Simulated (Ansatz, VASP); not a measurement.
## Si2Ni: VASP beside Ansatz

Wanted: the spread between two codes on one cell, functional and k mesh.

Calculated with Ansatz 0.2.0; plane waves, with VASP 6.6.1 beside it; relaxation of cell and atoms at PBEsol and relaxation of cell and atoms at PBE.

**1. The structure**

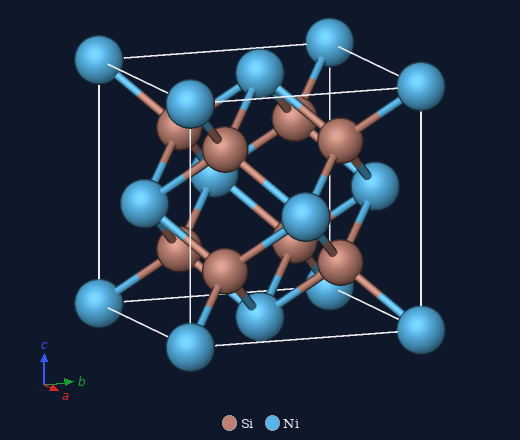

The starting structure, seen slightly off an axis (silicon pink, nickel blue). This picture shows the conventional cell, with its axes. Some periodic images of atoms are drawn too.

**2. VASP: relaxation of cell and atoms, PBEsol**

The relaxed volume is the usual yardstick between codes: its relative difference is about their pressure difference at one cell divided by the bulk modulus.

Lines of VASP's logs that name or quote its potential files are left out, and so is its time.

INCAR reads:

```
SYSTEM = Si2Ni
PREC = Accurate
ENCUT = 520
EDIFF = 1E-06
NELM = 100
ISMEAR = -1
SIGMA = 0.05
LREAL = .FALSE.
ALGO = Normal
GGA = PS
NBANDS = 16
ISPIN = 2
MAGMOM = -0 -0 0
LASPH = .TRUE.
LMAXMIX = 4
LORBIT = 11
LWAVE = .FALSE.
LCHARG = .FALSE.
KPAR = 8
IBRION = 2
NSW = 60
ISIF = 3
EDIFFG = -0.01
```

POSCAR reads:

```
Si2Ni
1.0
    0.0000000000      2.7030000000      2.7030000000
    2.7030000000      0.0000000000      2.7030000000
    2.7030000000      2.7030000000      0.0000000000
Si Ni
2 1
Direct
    0.2500000000      0.2500000000      0.2500000000
    0.7500000000      0.7500000000      0.7500000000
    0.0000000000      0.0000000000      0.0000000000
```

KPOINTS reads:

```
Automatic mesh
0
Gamma
7 7 7
0 0 0
```

PAW data sets: Si and Ni (PBE family, release 64).

Run with:

```bash
$ mpirun -np 8 vasp_std
```

Numbers of over 12 decimals in the logs are rounded to 6 here.

Log:

```text
[banner, memory and clock lines left out]
running    8 mpi-ranks, on    1 nodes
 distrk:  each k-point on    1 cores,    8 groups
 distr:  one band on    1 cores,    1 groups

 POSCAR found type information on POSCAR SiNi
 POSCAR found :  2 types and       3 ions
|                                                                             |
|           W    W    AA    RRRRR   N    N  II  N    N   GGGG   !!!           |
|           W    W   A  A   R    R  NN   N  II  NN   N  G    G  !!!           |
|           W    W  A    A  R    R  N N  N  II  N N  N  G       !!!           |
|           W WW W  AAAAAA  RRRRR   N  N N  II  N  N N  G  GGG   !            |
|           WW  WW  A    A  R   R   N   NN  II  N   NN  G    G                |
|           W    W  A    A  R    R  N    N  II  N    N   GGGG   !!!           |
|                                                                             |
|     For optimal performance we recommend to set                             |
|       NCORE = 2 up to number-of-cores-per-socket                            |
|     NCORE specifies how many cores store one orbital (NPAR=cpu/NCORE).      |
|     This setting can greatly improve the performance of VASP for DFT.       |
|     The default, NCORE=1 might be grossly inefficient on modern             |
|     multi-core architectures or massively parallel machines. Do your        |
|     Unfortunately you need to use the default for GW and RPA                |
|     calculations (for HF NCORE is supported but not extensively tested      |
|     yet).                                                                   |
|                                                                             |

|                                                                             |
|               ----> ADVICE to this user running VASP <----                  |
|                                                                             |
|     You enforced a specific xc type in the INCAR file but a different       |
|     [... a line on the potential file left out ...]
|     I HOPE YOU KNOW WHAT YOU ARE DOING!                                     |
|                                                                             |

 LDA part: xc-table for (Slater+PW92), standard interpolation
 POSCAR, INCAR and KPOINTS ok, starting setup
 FFT: planning ... GRIDC
 FFT: planning ... GRID_SOFT
 FFT: planning ... GRID
 WAVECAR not read
 entering main loop
       N       E                     dE             d eps       ncg     rms          rms(c)
DAV:   1     0.623069616362E+02    0.62307E+02   -0.76942E+03  1296   0.114E+03
DAV:   2    -0.178528441465E+02   -0.80160E+02   -0.72937E+02  1416   0.212E+02
DAV:   3    -0.211996127622E+02   -0.33468E+01   -0.32908E+01  1680   0.470E+01
DAV:   4    -0.212511229508E+02   -0.51510E-01   -0.51486E-01  1488   0.565E+00
DAV:   5    -0.212524143356E+02   -0.12914E-02   -0.12914E-02  1656   0.930E-01    0.172E+01
DAV:   6    -0.263340420348E+02   -0.50816E+01   -0.44160E+01  1304   0.155E+02    0.258E+01
DAV:   7    -0.191660526342E+02    0.71680E+01   -0.13420E+01  1592   0.952E+01    0.392E+00
DAV:   8    -0.190437816333E+02    0.12227E+00   -0.16956E+00  1696   0.207E+01    0.255E+00
DAV:   9    -0.189993054701E+02    0.44476E-01   -0.22894E-01  1648   0.773E+00    0.571E-01
DAV:  10    -0.189987510504E+02    0.55442E-03   -0.52885E-03  1800   0.880E-01    0.353E-01
DAV:  11    -0.189984626007E+02    0.28845E-03   -0.64924E-04  1696   0.377E-01    0.407E-02
DAV:  12    -0.189984757332E+02   -0.13132E-04   -0.65556E-05  1456   0.553E-02    0.222E-02
DAV:  13    -0.189984752028E+02    0.53042E-06   -0.24202E-06  1576   0.283E-02
   1 F= -.18998475E+02 E0= -.18995014E+02  d E =-.189985E+02  mag=     0.0000
 curvature:   0.00 expect dE= 0.000E+00 dE for cont linesearch  0.000E+00
 trial: gam= 0.00000 g(F)=  0.199E-49 g(S)=  0.517E-02 ort = 0.000E+00 (trialstep = 0.100E+01)
 search vector abs. value=  0.517E-02
 bond charge predicted
       N       E                     dE             d eps       ncg     rms          rms(c)
DAV:   1    -0.190702438728E+02   -0.71768E-01   -0.53749E-01  1328   0.145E+01    0.254E+00
DAV:   2    -0.192060784126E+02   -0.13583E+00   -0.11318E+00  1424   0.267E+01    0.381E+00
DAV:   3    -0.190006845871E+02    0.20539E+00   -0.47396E-01  1456   0.185E+01    0.338E-01
DAV:   4    -0.189999748580E+02    0.70973E-03   -0.13691E-02  1312   0.656E-01    0.226E-01
DAV:   5    -0.189994113577E+02    0.56350E-03   -0.88474E-04  1688   0.720E-01    0.433E-02
DAV:   6    -0.189994191612E+02   -0.78035E-05   -0.99048E-05  1616   0.902E-02    0.181E-02
DAV:   7    -0.189994212506E+02   -0.20895E-05   -0.63789E-06  1528   0.225E-02    0.462E-03
DAV:   8    -0.189994208875E+02    0.36316E-06   -0.14291E-07   704   0.435E-03
   2 F= -.18999421E+02 E0= -.18995942E+02  d E =-.945685E-03  mag=    -0.0000
 trial-energy change:   -0.000946  1 .order   -0.000420   -0.005165    0.004325
 step:   0.6224(harm=  0.5442)  dis= 0.00000  next Energy=   -19.000209 (dE=-0.173E-02)
 bond charge predicted
       N       E                     dE             d eps       ncg     rms          rms(c)
DAV:   1    -0.190102041883E+02   -0.10783E-01   -0.77135E-02  1312   0.552E+00    0.941E-01
DAV:   2    -0.190285477951E+02   -0.18344E-01   -0.15341E-01  1488   0.100E+01    0.141E+00
DAV:   3    -0.190005511563E+02    0.27997E-01   -0.69829E-02  1424   0.671E+00    0.164E-01
DAV:   4    -0.190002602486E+02    0.29091E-03   -0.14006E-03  1408   0.374E-01    0.338E-02
DAV:   5    -0.190002530852E+02    0.71634E-05   -0.57228E-05  1976   0.112E-01    0.152E-02
DAV:   6    -0.190002525954E+02    0.48982E-06   -0.38078E-06  1440   0.224E-02
   3 F= -.19000253E+02 E0= -.18996790E+02  d E =-.177739E-02  mag=     0.0000
 curvature:  -0.26 expect dE=-0.295E-05 dE for cont linesearch -0.295E-05
 trial: gam= 0.00000 g(F)=  0.185E-48 g(S)=  0.112E-04 ort =-0.240E-03 (trialstep = 0.924E+00)
 search vector abs. value=  0.112E-04
 reached required accuracy - stopping structural energy minimisation
```

Parts of OUTCAR (step 2):

```text
ion  position               nearest neighbor table
   1  0.250  0.250  0.250-   3 2.34   3 2.34   3 2.34   3 2.34   2 2.70   2 2.70   2 2.70   2 2.70
                             2 2.70   2 2.70
   2  0.750  0.750  0.750-   3 2.34   3 2.34   3 2.34   3 2.34   1 2.70   1 2.70   1 2.70   1 2.70
                             1 2.70   1 2.70
   3  0.000  0.000  0.000-   2 2.34   1 2.34   2 2.34   1 2.34   2 2.34   2 2.34   1 2.34   1 2.34

  LATTYP: Found a face centered cubic cell.
 ALAT       =     5.4060000000

 Subroutine GETGRP returns: Found 48 space group operations
 (whereof 48 operations were pure point group operations)

The static configuration has the point symmetry O_h .

 Found     20 irreducible k-points:

   k-points           NKPTS =     20   k-points in BZ     NKDIM =     20   number of bands    NBANDS=     16

   dimension x,y,z NGX =    28 NGY =   28 NGZ =   28
   dimension x,y,z NGXF=    56 NGYF=   56 NGZF=   56

   ENCUT  =  520.0 eV  38.22 Ry    6.18 a.u.   7.11  7.11  7.11*2*pi/ulx,y,z

   NELECT =      18.0000    total number of electrons

 k-points in reciprocal lattice and weights: Automatic mesh
   0.00000000  0.00000000  0.00000000       0.003
   0.14285714  0.00000000  0.00000000       0.023
   0.28571429  0.00000000  0.00000000       0.023
   0.42857143  0.00000000  0.00000000       0.023
   0.14285714  0.14285714  0.00000000       0.017
   0.28571429  0.14285714  0.00000000       0.070
   0.42857143  0.14285714  0.00000000       0.070
  -0.42857143  0.14285714  0.00000000       0.070
  -0.28571429  0.14285714  0.00000000       0.070
[...]
-0.42857143  0.42857143  0.14285714       0.070
  -0.28571429  0.42857143  0.14285714       0.070

 average (electrostatic) potential at core
       1 -79.5049       2 -79.5049       3 -82.0348

 E-fermi :  10.4571

 spin component 1
 k-point     1 :       0.0000    0.0000    0.0000
  band No.  band energies     occupation
    ...
      3       5.2221      1.00000
      4       5.2221      1.00000
      5       6.9246      1.00000
      6       6.9246      1.00000
      7      10.3164      0.94352
      8      12.2296      0.00000
      9      12.2296      0.00000
     10      12.2296      0.00000
     11      12.7453      0.00000
     12      12.7453      0.00000
    ...

 k-point     2 :       0.1429    0.0000    0.0000
  band No.  band energies     occupation
    ...
      3       5.3150      1.00000
      4       5.3150      1.00000
      5       6.8747      1.00000
      6       6.8747      1.00000
      7       9.3939      1.00000
      8      11.1931      0.00000
      9      11.2155      0.00000
     10      11.2155      0.00000
     11      13.5204      0.00000
     12      13.5204      0.00000
    ...

 k-point     3 :       0.2857    0.0000    0.0000
  band No.  band energies     occupation
    ...
      5       6.8571      1.00000
      6       6.8571      1.00000
      7       7.6292      1.00000
      8      10.0860      0.99940
      9      10.0860      0.99940
     10      11.8130      0.00000
     11      12.8000      0.00000
     12      12.8000      0.00000
     13      13.7693      0.00000
     14      16.4873      0.00000
    ...

 k-point     4 :       0.4286    0.0000    0.0000
  band No.  band energies     occupation
    ...
      5       6.8103      1.00000
      6       7.0474      1.00000
      7       7.0474      1.00000
      8       9.1940      1.00000
      9       9.1940      1.00000
     10      12.2224      0.00000
     11      12.3677      0.00000
     12      12.3677      0.00000
     13      13.2369      0.00000
     14      18.9187      0.00000
    ...

 k-point     5 :       0.1429    0.1429    0.0000
  band No.  band energies     occupation
    ...
      5       6.6606      1.00000
      6       6.9996      1.00000
      7      10.0819      0.99945
      8      10.0819      0.99945
      9      10.1834      0.99582
     10      11.0733      0.00000
     11      13.2119      0.00000
     12      13.5341      0.00000
     13      15.2812      0.00000
     14      15.2812      0.00000
    ...

 k-point     6 :       0.2857    0.1429    0.0000
  band No.  band energies     occupation
    ...
      5       6.3908      1.00000
      6       7.0571      1.00000
      7       8.0266      1.00000
      8       9.1600      1.00000
      9       9.7415      1.00000
     10      10.9226      0.00009
     11      13.4516      0.00000
     12      14.1260      0.00000
     13      14.6259      0.00000
     14      15.3514      0.00000
    ...

  Total        0.0152265      0.0152265      0.0152265      0.0000000      0.0000000     -0.0000000
  in kB        0.6237585      0.6237585      0.6237585      0.0000000      0.0000000     -0.0000000
  external PRESSURE =       0.6237585 kB  Pullay stress =       0.0000000 kB

  energy-cutoff  :      520.00
  volume of cell :       39.11
      direct lattice vectors                 reciprocal lattice vectors
    -0.000000000  2.694148283  2.694148283    -0.185587409  0.185587409  0.185587409
     2.694148283 -0.000000000  2.694148283     0.185587409 -0.185587409  0.185587409
     2.694148283  2.694148283 -0.000000000     0.185587409  0.185587409 -0.185587409

 POSITION                                       TOTAL-FORCE (eV/Angst)
 -----------------------------------------------------------------------------------
      1.34707      1.34707      1.34707        -0.000000      0.000000     -0.000000
      4.04122      4.04122      4.04122         0.000000     -0.000000      0.000000
     -0.00000      0.00000      0.00000        -0.000000     -0.000000      0.000000
 -----------------------------------------------------------------------------------
    total drift:                               -0.000000     -0.000000      0.000000

  FREE ENERGIE OF THE ION-ELECTRON SYSTEM (eV)
  ---------------------------------------------------
  free  energy   TOTEN  =       -19.0002525954 eV

  energy  without entropy=      -18.9933268942  energy(sigma->0) =      -18.99678974

 reached required accuracy - stopping structural energy minimisation

 total charge
# of ion       s       p       d       tot
------------------------------------------
    1        0.738   0.850   0.000   1.588
    2        0.738   0.850   0.000   1.588
    3        0.569   0.823   8.461   9.853
--------------------------------------------------
tot          2.044   2.524   8.461  13.029

 magnetization (x)
# of ion       s       p       d       tot
------------------------------------------
    1       -0.000  -0.000   0.000  -0.000
    2       -0.000  -0.000   0.000  -0.000
    3        0.000  -0.000  -0.000  -0.000
--------------------------------------------------
tot         -0.000  -0.000  -0.000  -0.000

[... 1 further part left out ...]
```

(Part 1 of 2 ends here.)

[Lines on the potential files, build, host, timing and source positions are cut from VASP's logs without a mark.]

[Logs are printed without paths, hosts, clocks, repeated set-up lines and the standing remarks that a program may print on its own settings, such as how far it seeks lower states.]

[Hosts, paths, dates, database ids (printed as entryN), source tags and the programs' standing remarks are cut or masked in the printed files.]
